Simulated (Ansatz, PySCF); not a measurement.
Stretching the C3–H4 bond in C2H3B (SMILES BC#C) (multiplicity 1 held, fragments rigid). Energies count from the point at 1.064 Å.
Geometry at that point (charge 0, multiplicity 1):
```xyz
6

B     -1.193    -0.052    -0.715
C      0.092     0.004     0.055
C      1.129     0.049     0.677
H      2.041     0.089     1.223
H     -1.955     0.861    -0.667
H     -1.450    -1.009    -1.373
```

Restricted levels (R-, RO-) in cc, def2 and unpolarised 6-31G sets keep to the state of the molecule at rest. U- levels take the lowest unrestricted solution at each point, which mixes spins at long bonds. Curves can end on different states.

Frozen-core correlation. Rows in 3-21G, 6-31G* carry no dispersion term and start afresh at each structure (6-31G* with six Cartesian d functions).

Codes used: Ansatz (Gaussian basis) for Hartree–Fock, density functionals and correlated methods; PySCF for 3-21G rows, 6-31G* rows. 

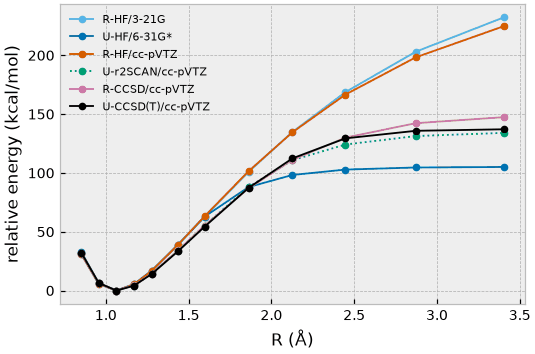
Fig. 1. Relative energy along the coordinate

### Question
Read off the U-HF/6-31G* curve at R = 2.872.

### Answer
about 100 kcal/mol

Doubts at one or more of the structures used: a restricted determinant that unrestricted orbitals would lower (R-HF/3-21G, R-HF/cc-pVTZ, R-CCSD/cc-pVTZ); a spin-contaminated determinant (U-HF/6-31G*, U-r2SCAN/cc-pVTZ, U-CCSD(T)/cc-pVTZ); other coupled-cluster roots lie near (R-CCSD/cc-pVTZ); T1 above 0.05 (R-CCSD/cc-pVTZ, U-CCSD(T)/cc-pVTZ); the program's own flag: large difference (U-CCSD(T)/cc-pVTZ).

Ansatz is a program for electronic structure.
